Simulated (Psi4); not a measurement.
**C2H7Al (SMILES [CH3][AlH][CH3]) at MP2/cc-pVTZ (density fitting, density fitting for correlation, sweep point 3)**

What is the vertical ionisation energy of C2H7Al at MP2/cc-pVTZ (density fitting, density fitting for correlation, sweep point 3)? 

Program for the calculation: Psi4 1.11.

### Step 1. The molecule

The species is C2H7Al (10 atoms), meant as a singlet with charge 0. SMILES: `[CH3][AlH][CH3]`. The shape is that of a PBE0-D4/def2-TZVP optimisation.

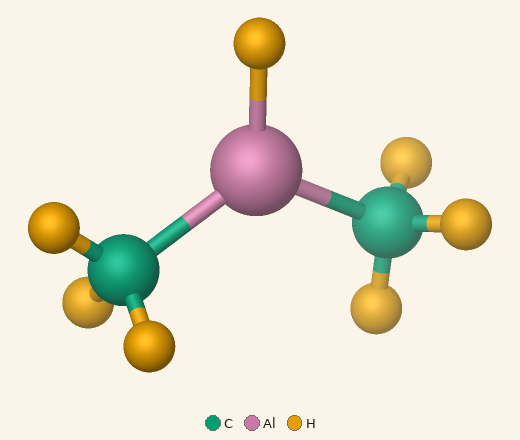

Viewed from a chosen angle; carbon teal, aluminium pink, hydrogen amber.

### Step 2. The energy at MP2/cc-pVTZ (density fitting, density fitting for correlation, sweep point 3)

File run.py:

```python
import psi4

psi4.set_memory(1600000000)
psi4.set_num_threads(1)
psi4.core.set_output_file('run.log', False)

m = psi4.geometry("""
0 1
C     -1.219100     0.923600    -0.783300
Al     0.496800     0.021800    -0.536400
C      0.903900    -0.949000     1.109700
H     -2.054000     0.233200    -0.621200
H     -1.337000     1.368500    -1.773800
H     -1.340300     1.723700    -0.043600
H      1.605700     0.078800    -1.681200
H      0.069000    -0.980000     1.814000
H      1.201900    -1.980900     0.894300
H      1.756300    -0.490900     1.624500
symmetry c1
""")

options = {'basis': 'cc-pVTZ', 'puream': True, 'scf_type': 'df', 'num_frozen_docc': 0}
psi4.set_options(options)

e, wfn = psi4.energy("mp2", return_wfn=True)
print(f'mp2 energy: {e:.10f} Eh')
for k, v in sorted(psi4.core.scalar_variables().items()):
    print(f'{k:45s} {v:18.10f}')
```

Started as:

```sh
$ python run.py
```

run.log:

```text
[...]
  Running in c1 symmetry.
[...]
  Nuclear repulsion =   96.450436935966493
[...]
  Multiplicity = 1
[...]
  Nalpha       = 16
  Nbeta        = 16
[...]
    Number of basis functions: 192
[...]
   @DF-RHF iter   1:  -321.60217138721197   -8.51591e-01   2.84797e-03 ADIIS/DIIS
[...]
   @DF-RHF iter  10:  -321.76783081063019   -8.75389e-12   2.78045e-09 DIIS
[...]
    Orbital Energies [Eh]
    ---------------------
    Doubly Occupied:
       1A    -58.446233     2A    -11.186825     3A    -11.186336
       4A     -4.863624     5A     -3.178879     6A     -3.176151
       7A     -3.175892     8A     -0.920633     9A     -0.909152
      10A     -0.545080    11A     -0.537176    12A     -0.532633
      13A     -0.530360    14A     -0.526969    15A     -0.404345
      16A     -0.396556
[...]
  @DF-RHF Final Energy:  -321.76783081063019
   => Energetics <=
    Nuclear Repulsion Energy =             96.4504369359664935
    One-Electron Energy =                -635.4028462142005083
    Two-Electron Energy =                 217.1845784676038136
    Total Energy =                       -321.7678308106301301
[...]
 Multipole Moments:
 ------------------------------------------------------------------------------------
     Multipole            Electronic (a.u.)      Nuclear  (a.u.)        Total (a.u.)
 ------------------------------------------------------------------------------------
 L = 1.  Multiply by 2.5417464519 to convert [e a0] to [Debye]
 Dipole X            :          1.3040858           -1.4775832           -0.1734974
 Dipole Y            :          0.0789954           -0.0876992           -0.0087038
 Dipole Z            :         -1.5297171            1.7012199            0.1715028
 Magnitude           :                                                    0.2441113
[...]
```

On the terminal:

```text
mp2 energy: -322.3141324858 Eh
CURRENT CORRELATION ENERGY                         -0.5463016752
CURRENT ENERGY                                   -322.3141324858
CURRENT REFERENCE ENERGY                         -321.7678308106
CUSTOM SCS-MP2 CORRELATION ENERGY                  -0.5586370694
CUSTOM SCS-MP2 TOTAL ENERGY                      -322.3264678801
DD SOLVATION ENERGY                                 0.0000000000
HF KINETIC ENERGY                                 321.7132548270
HF POTENTIAL ENERGY                              -643.4810856376
HF TOTAL ENERGY                                  -321.7678308106
HF VIRIAL RATIO                                     2.0001696417
MP2 CORRELATION ENERGY                             -0.5463016752
MP2 DOUBLES ENERGY                                 -0.5463016752
MP2 OPPOSITE-SPIN CORRELATION ENERGY               -0.4344652050
MP2 SAME-SPIN CORRELATION ENERGY                   -0.1118364702
MP2 SINGLES ENERGY                                 -0.0000000000
MP2 TOTAL ENERGY                                 -322.3141324858
NUCLEAR REPULSION ENERGY                           96.4504369360
ONE-ELECTRON ENERGY                              -635.4028462142
PCM POLARIZATION ENERGY                             0.0000000000
PE ENERGY                                           0.0000000000
SCF ITERATION ENERGY                             -321.7678308106
SCF ITERATIONS                                     10.0000000000
SCF TOTAL ENERGY                                 -321.7678308106
SCS-MP2 CORRELATION ENERGY                         -0.5586370694
SCS-MP2 TOTAL ENERGY                             -322.3264678801
TWO-ELECTRON ENERGY                               217.1845784676
```

It took 4.2 s on 1 thread of Intel Xeon 6975P-C (Granite Rapids), shared host; peak memory 0.44 GiB.

### Step 3. The doublet cation, same level

File job.py:

```python
import psi4

psi4.set_memory(1600000000)
psi4.set_num_threads(1)
psi4.core.set_output_file('run.log', False)

geom = psi4.geometry("""
1 2
C     -1.219100     0.923600    -0.783300
Al     0.496800     0.021800    -0.536400
C      0.903900    -0.949000     1.109700
H     -2.054000     0.233200    -0.621200
H     -1.337000     1.368500    -1.773800
H     -1.340300     1.723700    -0.043600
H      1.605700     0.078800    -1.681200
H      0.069000    -0.980000     1.814000
H      1.201900    -1.980900     0.894300
H      1.756300    -0.490900     1.624500
symmetry c1
""")

psi4.set_options(dict(basis='cc-pVTZ', reference='uhf', puream=True, scf_type='df', num_frozen_docc=0, maxiter=100))

result, w = psi4.energy("mp2", molecule=geom, return_wfn=True)
print(f'total energy {result:.8f} hartree = {result * 27.211386:.5f} eV')
```

Started as:

```sh
$ python job.py
```

run.log:

```text
[...]
  Running in c1 symmetry.
[...]
  Nuclear repulsion =   96.450436935966493
[...]
  Multiplicity = 2
[...]
  Nalpha       = 16
  Nbeta        = 15
[...]
    Number of basis functions: 192
[...]
   @DF-UHF iter   1:  -321.22792553103585   -4.77346e-01   2.68463e-03 ADIIS/DIIS
[...]
   @DF-UHF iter  18:  -321.40669712287297   -1.10276e-11   4.00778e-09 DIIS
[...]
   @S^2 Observed:                7.896804307E-01
[...]
    Orbital Energies [Eh]
    ---------------------
    Alpha Occupied:
       1A    -58.717305     2A    -11.401803     3A    -11.401054
       4A     -5.132877     5A     -3.450591     6A     -3.445917
       7A     -3.442581     8A     -1.131270     9A     -1.117143
      10A     -0.903614    11A     -0.743211    12A     -0.735496
      13A     -0.732260    14A     -0.727871    15A     -0.692161
      16A     -0.622896
    Alpha Virtual:
      17A     -0.140148    18A     -0.075801    19A     -0.056239
      20A     -0.011341    21A      0.005196    22A      0.040381
      23A      0.043925    24A      0.046655    25A      0.062281
[...]
  @DF-UHF Final Energy:  -321.40669712287297
   => Energetics <=
    Nuclear Repulsion Energy =             96.4504369359664935
    One-Electron Energy =                -627.9472975892281283
    Two-Electron Energy =                 210.0901635303886508
    Total Energy =                       -321.4066971228729699
  UHF NO Occupations:
  HONO-2 :   14  A 1.9948529
  HONO-1 :   15  A 1.9856026
  HONO-0 :   16  A 1.0000000
  LUNO+0 :   17  A 0.0143974
  LUNO+1 :   18  A 0.0051471
[...]
 Multipole Moments:
 ------------------------------------------------------------------------------------
     Multipole            Electronic (a.u.)      Nuclear  (a.u.)        Total (a.u.)
 ------------------------------------------------------------------------------------
 L = 1.  Multiply by 2.5417464519 to convert [e a0] to [Debye]
 Dipole X            :          2.3204987           -1.4775832            0.8429155
 Dipole Y            :          0.1244059           -0.0876992            0.0367067
 Dipole Z            :         -2.5639901            1.7012199           -0.8627702
 Magnitude           :                                                    1.2067420
[...]
```

On the terminal:

```text
total energy -321.92992950 hartree = -8760.15958 eV
```

Wall time 6.3 s (1 thread of Intel Xeon 6975P-C (Granite Rapids), shared host); peak memory 0.44 GiB.

### Step 4. Results

Level: MP2/cc-pVTZ (density fitting, density fitting for correlation, sweep point 3).

```
                                                                  quantity          value
                                              singlet C2H7Al: total energy  -322.31413 Eh
                       singlet C2H7Al: HOMO energy (Hartree–Fock orbitals)      -10.79 eV
                       singlet C2H7Al: LUMO energy (Hartree–Fock orbitals)        1.79 eV
                     singlet C2H7Al: HOMO–LUMO gap (Hartree–Fock orbitals)       12.58 eV
                                        singlet C2H7Al: correlation energy     -546.3 mEh
                                              doublet cation: total energy  -321.92993 Eh
doublet cation: HOMO energy (Hartree–Fock orbitals) (highest over α and β)      -15.36 eV
 doublet cation: LUMO energy (Hartree–Fock orbitals) (lowest over α and β)       -8.72 eV
                                        doublet cation: correlation energy     -523.2 mEh
                         doublet cation: ⟨S²⟩ of the reference determinant          0.790
                        vertical ionisation energy (to the doublet cation)      10.455 eV
```

What this shows: The vertical ionisation energy comes to 10.45 eV (241 kcal/mol).
